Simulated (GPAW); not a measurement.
# Work function of a 8-layer slab of Sr(100) at several levels, part 2 of 2

Wanted: work functions and dipole of a 8-layer slab of Sr(100), with the cost of each level.

GPAW 26.7.0; GPAW, PAW setups; slab in vacuum, relaxation (the session's first sound run).

So far, upper work function (eV): step 2 (relaxation, PBE, GPAW) 2.54; step 3 (plane waves, PBE) 2.54; step 4 (self-consistent run: xc = "LDA") 2.67.

### Step 5. Self-consistent run: xc = "revPBE"

The same geometry under revPBE, to see how far the functional moves the levels against the vacuum.

run.py

```python
import json
import numpy as np
from ase import Atoms
from gpaw import GPAW, PW

slab = Atoms(
    ['Sr', 'Sr', 'Sr', 'Sr', 'Sr', 'Sr', 'Sr', 'Sr'],
    positions=[
        [2.14960, 2.14960, 7.00000],
        [0.00000, 0.00000, 10.04000],
        [2.14960, 2.14960, 13.08000],
        [0.00000, 0.00000, 16.12000],
        [2.14960, 2.14960, 19.15838],
        [-0.00000, -0.00000, 22.20113],
        [2.14960, 2.14960, 25.26631],
        [0.00000, 0.00000, 28.24630]],
    cell=[[4.29921, 0.0, 0.0], [0.0, 4.29921, 0.0], [0.0, 0.0, 35.28]],
    pbc=[True, True, False])

slab.calc = GPAW(mode=PW(400), xc='revPBE', kpts={'size': (7, 7, 1), 'gamma': True},
                 occupations={'name': 'fermi-dirac', 'width': 0.1}, nbands='160%',
                 convergence={'density': 1e-05}, maxiter=200,
                 poissonsolver={'dipolelayer': 'xy'},
                 symmetry={'tolerance': 1e-3}, txt='slab.txt')
result = {}
energy = slab.get_potential_energy()
fermi = slab.calc.get_fermi_level()
v = slab.calc.get_electrostatic_potential().mean((0, 1)) - fermi
n = slab.calc.get_pseudo_density().mean((0, 1))
L = slab.cell[2, 2]
z = np.arange(len(v)) * L / len(v)
low, high = slab.positions[:, 2].min(), slab.positions[:, 2].max()
below, above = np.interp([low - 4.8, high + 4.8], z, v)
slopes = [np.interp(x, z, np.gradient(v, z)) for x in (low - 4.8, high + 4.8)]
eps = np.array([[slab.calc.get_eigenvalues(k, s) for k in range(len(slab.calc.get_ibz_k_points()))]
                for s in range(slab.calc.get_number_of_spins())]) - fermi
top, bottom = eps[eps < 0].max(), eps[eps > 0].min()
dipole = slab.get_dipole_moment()[2]
print(f'energy {energy:.4f} eV, Fermi level {fermi:.4f} eV, dipole {dipole:.5f} e A')
print(f'potential 4.8 A off the faces, from the Fermi level: lower {below:.4f} eV, upper {above:.4f} eV')
print(f'slope of the potential there: lower {slopes[0]:.5f}, upper {slopes[1]:.5f} eV/A')
print(f'nearest levels on the mesh: {top:.4f} and {bottom:.4f} eV')
print('magnetic moment', round(slab.get_magnetic_moment(), 3))
result.update(energy=energy, fermi=fermi, dipole=dipole, below=below, above=above, slopes=slopes, edges=[top, bottom],
              z=z.tolist(), v=v.tolist(), n=n.tolist(), positions=slab.positions.tolist(),
              forces=slab.get_forces(apply_constraint=False).tolist(), moments=slab.get_magnetic_moments().tolist())
json.dump(result, open('result.json', 'w'))
```

Launch:

```console
> OMP_NUM_THREADS=1 OPENBLAS_NUM_THREADS=1 python run.py
```

Log:

```text
energy -11.3269 eV, Fermi level 1.7169 eV, dipole 0.00090 e A
potential 4.8 A off the faces, from the Fermi level: lower 2.4714 eV, upper 2.4628 eV
slope of the potential there: lower -0.00853, upper 0.00855 eV/A
nearest levels on the mesh: -0.0176 and 0.0184 eV
magnetic moment 0.0
```

It took 9.2 min on 1 thread of Arm Neoverse V1, shared host; peak memory 0.42 GiB.

Numbers from this step:

```yaml
dipole_along_the_normal: 8.97e-4 e·Å
levels_nearest_the_fermi_level_on_the_mesh: -0.01764, 0.01841 eV from the Fermi level
upper_work_function: 2.463 eV
lower_work_function: 2.471 eV
```

The electrostatic potential energy of an electron (without an applied field's), less the Fermi level, planar mean oscillates, so the rows of the table below give means over windows of 3.04 Å about each position, cut where the curve ends. Its maxima inside the range that stand out by 2 % of the span (Å: eV): 8.5: 0.738, 11.6: 0.666, 14.6: 0.664, 17.6: 0.667, 20.7: 0.673, 23.7: 0.722, 26.8: 0.597. Its minima: 7.0: -10.8, 10.1: -10.4, 13.1: -10.5, 16.1: -10.4, 19.1: -10.5, 22.2: -10.5, 25.3: -10.4, 28.2: -10.8.

The electrostatic potential energy of an electron (without an applied field's), less the Fermi level, planar mean by z; means over each step:

```tsv
z (Å)	electrostatic potential energy of an electron (without an applied field's), less the Fermi level, planar mean (eV)
1.52	2.47
4.56	1.70
7.60	-3.65
10.64	-3.48
13.68	-3.49
16.72	-3.49
19.76	-3.49
22.80	-3.48
25.84	-3.51
28.88	-3.38
31.92	2.37
34.96	2.47
```

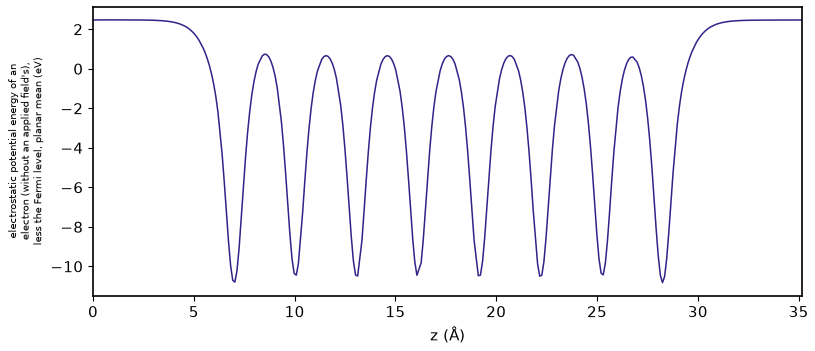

Electrostatic potential energy of an electron (without an applied field's), less the Fermi level, planar mean against z.

The upper face's work function is 2.463 eV, against 2.541 eV in the first plane-wave PBE run at this geometry.

### Step 6. OptPBE vdW: xc = "optPBE-vdW"

The same geometry under optPBE-vdW, to see how far the functional moves the levels against the vacuum (the van der Waals functionals take revPBE setups).

Edit run.py of step 5 so:

```diff
@@ -19,3 +19,3 @@
 
-slab.calc = GPAW(mode=PW(400), xc='revPBE', kpts={'size': (7, 7, 1), 'gamma': True},
+slab.calc = GPAW(mode=PW(400), xc='optPBE-vdW', kpts={'size': (7, 7, 1), 'gamma': True},
                  occupations={'name': 'fermi-dirac', 'width': 0.1}, nbands='160%',
```

Log:

```text
energy -114.1767 eV, Fermi level 1.5814 eV, dipole 0.00053 e A
potential 4.8 A off the faces, from the Fermi level: lower 2.7046 eV, upper 2.6992 eV
slope of the potential there: lower -0.01781, upper 0.01810 eV/A
nearest levels on the mesh: -0.0149 and 0.0158 eV
magnetic moment 0.0
```

It took 9.6 min on 1 thread; peak memory 0.74 GiB.

This step gave:

```
dipole along the normal                    : 5.28e-4 e·Å
levels nearest the Fermi level on the mesh : -0.01490, 0.01579 eV from the Fermi level
upper work function                        : 2.699 eV
lower work function                        : 2.705 eV
```

The upper face's work function is 2.699 eV, against 2.541 eV in the first plane-wave PBE run at this geometry.

### Step 7. Self-consistent run: xc = "vdW-DF2"

The same geometry under vdW-DF2, to see how far the functional moves the levels against the vacuum (the van der Waals functionals take revPBE setups).

Edit run.py of step 6 so:

```diff
@@ -19,3 +19,3 @@
 
-slab.calc = GPAW(mode=PW(400), xc='optPBE-vdW', kpts={'size': (7, 7, 1), 'gamma': True},
+slab.calc = GPAW(mode=PW(400), xc='vdW-DF2', kpts={'size': (7, 7, 1), 'gamma': True},
                  occupations={'name': 'fermi-dirac', 'width': 0.1}, nbands='160%',
```

Log:

```text
energy -608.1448 eV, Fermi level 1.5738 eV, dipole 0.00058 e A
potential 4.8 A off the faces, from the Fermi level: lower 2.7791 eV, upper 2.7735 eV
slope of the potential there: lower -0.01295, upper 0.01300 eV/A
nearest levels on the mesh: -0.0123 and 0.0098 eV
magnetic moment 0.0
```

Elapsed: 9.9 min, on 1 thread; peak memory 0.74 GiB.

Numbers from this step:

```
dipole along the normal                    : 5.78e-4 e·Å
levels nearest the Fermi level on the mesh : -0.01227, 0.009784 eV from the Fermi level
upper work function                        : 2.774 eV
lower work function                        : 2.779 eV
```

The electrostatic potential energy of an electron (without an applied field's), less the Fermi level, planar mean oscillates, so the rows of the table below give means over windows of 3.04 Å about each position, cut where the curve ends. Its maxima inside the range that stand out by 2 % of the span (Å: eV): 8.5: 0.775, 11.6: 0.747, 14.6: 0.743, 17.6: 0.747, 20.7: 0.750, 23.7: 0.804, 26.8: 0.635. Its minima: 7.0: -10.7, 10.1: -10.4, 13.1: -10.4, 16.1: -10.4, 19.1: -10.4, 22.2: -10.4, 25.3: -10.4, 28.2: -10.8.

The electrostatic potential energy of an electron (without an applied field's), less the Fermi level, planar mean by z; means over each step:

```tsv
z (Å)	electrostatic potential energy of an electron (without an applied field's), less the Fermi level, planar mean (eV)
1.52	2.78
4.56	1.94
7.60	-3.59
10.64	-3.40
13.68	-3.41
16.72	-3.41
19.76	-3.41
22.80	-3.40
25.84	-3.45
28.88	-3.25
31.92	2.66
34.96	2.78
```

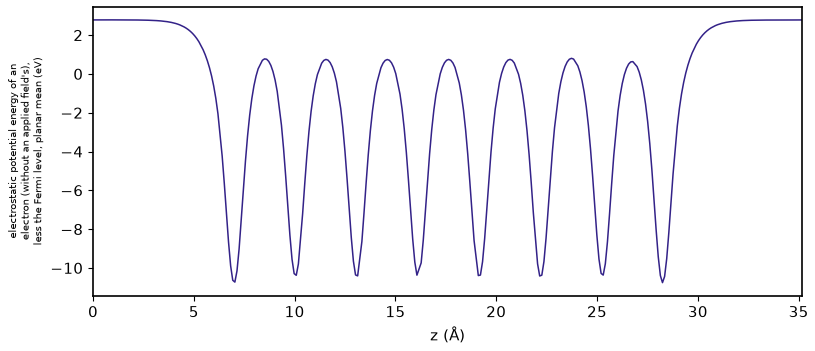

Electrostatic potential energy of an electron (without an applied field's), less the Fermi level, planar mean, plotted against z.

The upper face's work function is 2.774 eV, against 2.541 eV in the first plane-wave PBE run at this geometry.

### Step 8. Self-consistent run: xc = "RPBE"

The same geometry under RPBE, to see how far the functional moves the levels against the vacuum.

Edit run.py of step 7 so:

```diff
@@ -19,3 +19,3 @@
 
-slab.calc = GPAW(mode=PW(400), xc='vdW-DF2', kpts={'size': (7, 7, 1), 'gamma': True},
+slab.calc = GPAW(mode=PW(400), xc='RPBE', kpts={'size': (7, 7, 1), 'gamma': True},
                  occupations={'name': 'fermi-dirac', 'width': 0.1}, nbands='160%',
```

Log:

```text
energy -11.1720 eV, Fermi level 1.7349 eV, dipole 0.00092 e A
potential 4.8 A off the faces, from the Fermi level: lower 2.4680 eV, upper 2.4591 eV
slope of the potential there: lower -0.00928, upper 0.00931 eV/A
nearest levels on the mesh: -0.0180 and 0.0178 eV
magnetic moment 0.0
```

Elapsed: 9.6 min, on 1 thread; peak memory 0.42 GiB.

Numbers from this step:

```yaml
dipole_along_the_normal: 9.22e-4 e·Å
levels_nearest_the_fermi_level_on_the_mesh: -0.01798, 0.01782 eV from the Fermi level
upper_work_function: 2.459 eV
lower_work_function: 2.468 eV
```

The upper face's work function is 2.459 eV, against 2.541 eV in the first plane-wave PBE run at this geometry.

### Step 9. Real-space grid: mode = "fd"

A real-space grid is a second complete basis, so it checks the plane-wave result.

Edit run.py of step 8 so:

```diff
@@ -3,3 +3,3 @@
 from ase import Atoms
-from gpaw import GPAW, PW
+from gpaw import GPAW
 
@@ -19,3 +19,3 @@
 
-slab.calc = GPAW(mode=PW(400), xc='RPBE', kpts={'size': (7, 7, 1), 'gamma': True},
+slab.calc = GPAW(mode='fd', h=0.18, xc='PBE', kpts={'size': (7, 7, 1), 'gamma': True},
                  occupations={'name': 'fermi-dirac', 'width': 0.1}, nbands='160%',
```

Log:

```text
energy -12.6926 eV, Fermi level -2.5425 eV, dipole 0.00078 e A
potential 4.8 A off the faces, from the Fermi level: lower 2.5434 eV, upper 2.5357 eV
slope of the potential there: lower -0.00697, upper 0.00700 eV/A
nearest levels on the mesh: -0.0157 and 0.0202 eV
magnetic moment 0.0
```

The job ended after 50 min (1 thread; peak memory 2.1 GiB).

This step gave:

```yaml
dipole_along_the_normal: 7.83e-4 e·Å
levels_nearest_the_fermi_level_on_the_mesh: -0.01570, 0.02016 eV from the Fermi level
upper_work_function: 2.536 eV
lower_work_function: 2.543 eV
```

The upper face's work function is 2.536 eV, against 2.541 eV in the first plane-wave PBE run at this geometry.

### Step 10. Atomic orbitals: mode = "lcao"

Atom-centred orbitals end a few angstrom from the surface, which tests how much the density's tail matters.

Edit run.py of step 9 so:

```diff
@@ -19,4 +19,4 @@
 
-slab.calc = GPAW(mode='fd', h=0.18, xc='PBE', kpts={'size': (7, 7, 1), 'gamma': True},
-                 occupations={'name': 'fermi-dirac', 'width': 0.1}, nbands='160%',
+slab.calc = GPAW(mode='lcao', basis='dzp', h=0.18, xc='PBE', kpts={'size': (7, 7, 1), 'gamma': True},
+                 occupations={'name': 'fermi-dirac', 'width': 0.1}, nbands='120%',
                  convergence={'density': 1e-05}, maxiter=200,
```

Log:

```text
energy -11.5105 eV, Fermi level -2.5151 eV, dipole 0.00086 e A
potential 4.8 A off the faces, from the Fermi level: lower 2.5183 eV, upper 2.5099 eV
slope of the potential there: lower -0.00340, upper 0.00340 eV/A
nearest levels on the mesh: -0.0174 and 0.0188 eV
magnetic moment 0.0
```

Wall time 36 min (1 thread); peak memory 0.88 GiB.

Numbers from this step:

```yaml
dipole_along_the_normal: 8.60e-4 e·Å
levels_nearest_the_fermi_level_on_the_mesh: -0.01744, 0.01877 eV from the Fermi level
upper_work_function: 2.510 eV
lower_work_function: 2.518 eV
```

The upper face's work function is 2.510 eV, against 2.541 eV in the first plane-wave PBE run at this geometry.

### Step 11. The ladder

Times are for 1 thread of Arm Neoverse V1, shared host. The series side by side:

```tsv
no.	run	upper work function (eV)	lower work function (eV)	time	memory (GiB)
1	pw	2.541	2.549	7.1 min	0.41
2	LDA	2.672	2.679	7.1 min	0.42
3	revPBE	2.463	2.471	9.2 min	0.42
4	optPBE vdW	2.699	2.705	9.6 min	0.74
5	vdW DF2	2.774	2.779	9.9 min	0.74
6	RPBE	2.459	2.468	9.6 min	0.42
7	fd	2.536	2.543	50 min	2.1
8	lcao	2.510	2.518	36 min	0.88
```

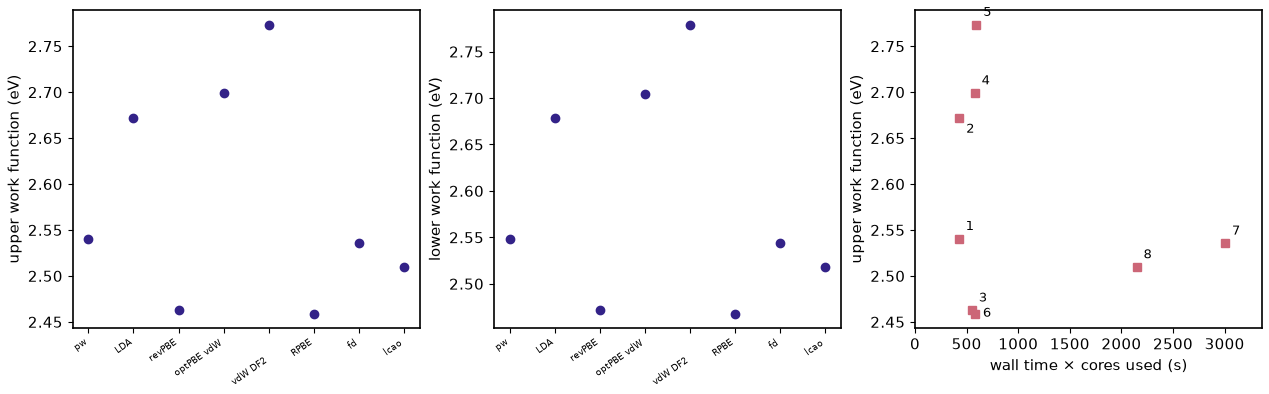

The series as plots; the last panel sets the first result against cost, with the runs numbered as in the table.

### Step 12. Side by side

Results and costs are gathered.

This step: comparison of work functions, dipole and cost (GPAW 26.7.0).

Ladder, by row:

```tsv
step	code	work function, upper (eV)	work function, lower (eV)	dipole (e Å)	wall time (s)	peak memory (GiB)	threads
pw	GPAW	2.541	2.549	8.38e-4	424.2	0.41	1
LDA	GPAW	2.672	2.679	6.67e-4	428.6	0.42	1
revPBE	GPAW	2.463	2.471	8.97e-4	551.1	0.42	1
optPBE-vdW	GPAW	2.699	2.705	5.28e-4	578.6	0.74	1
vdW-DF2	GPAW	2.774	2.779	5.78e-4	594	0.74	1
RPBE	GPAW	2.459	2.468	9.22e-4	577.4	0.42	1
fd	GPAW	2.536	2.543	7.83e-4	3004	2.13	1
lcao	GPAW	2.51	2.518	8.60e-4	2147	0.88	1
```

### Step 13. A changed run

One more run, with changed settings.

This step: GPAW, PAW setups; slab in vacuum (GPAW 26.7.0).

Edit run.py of step 10 so:

```diff
@@ -3,3 +3,3 @@
 from ase import Atoms
-from gpaw import GPAW
+from gpaw import GPAW, PW
 
@@ -19,5 +19,5 @@
 
-slab.calc = GPAW(mode='lcao', basis='dzp', h=0.18, xc='PBE', kpts={'size': (7, 7, 1), 'gamma': True},
-                 occupations={'name': 'fermi-dirac', 'width': 0.1}, nbands='120%',
-                 convergence={'density': 1e-05}, maxiter=200,
+slab.calc = GPAW(mode=PW(400), xc='PBE', kpts={'size': (7, 7, 1), 'gamma': True},
+                 occupations={'name': 'fermi-dirac', 'width': 2.0}, nbands='160%',
+                 convergence={'density': 1e-05}, maxiter=50,
                  poissonsolver={'dipolelayer': 'xy'},
```

Log:

```text
gpaw.KohnShamConvergenceError
```

Run time: 10 min. Hardware: 1 thread; peak memory 0.42 GiB.

The run stopped without converging, so none of its numbers is a property of the system.

The fault put into the input: a smearing of electronvolts, under a cap of 50 iterations, which ended the run (width = 2.0).

### Step 14. Outcome

| Quantity | Value |
| --- | --- |
| work function, upper and lower face | 2.541 and 2.549 eV |
| dipole along the normal | 8.4e-4 e Å |

What this shows: With plane waves and PBE the work function is 2.54 eV on the upper face and 2.55 eV on the lower. The measured value for polycrystalline Sr, which weights the faces of low work function, is 2.59 eV (as compiled in "Anisotropic work function of elemental crystals", 2019, arxiv:1902.07811); the relaxed upper face lies 0.049 eV under it with PBE, and PBE comes nearest (2.54 eV). Measured work functions scatter by a tenth of an eV or more between methods. Over the sound runs of the table the upper face's work function spans 2.459 (RPBE) to 2.774 eV (vdW-DF2). The small printed dipole stands for a step of -8.2 meV from the lower to the upper face, and the probes find -8.0 meV; values this small are near the numerical noise of both. The in-plane lattice was kept as typed, which isn't the functional's own and leaves some strain; spin-orbit coupling and temperature are left out.

[Logs are printed without paths, hosts, clocks, repeated set-up lines and the standing remarks that a program may print on its own settings, such as how far it seeks lower states.]

[Hosts, paths, dates, database ids (printed as entryN), source tags and the programs' standing remarks are cut or masked in the printed files.]
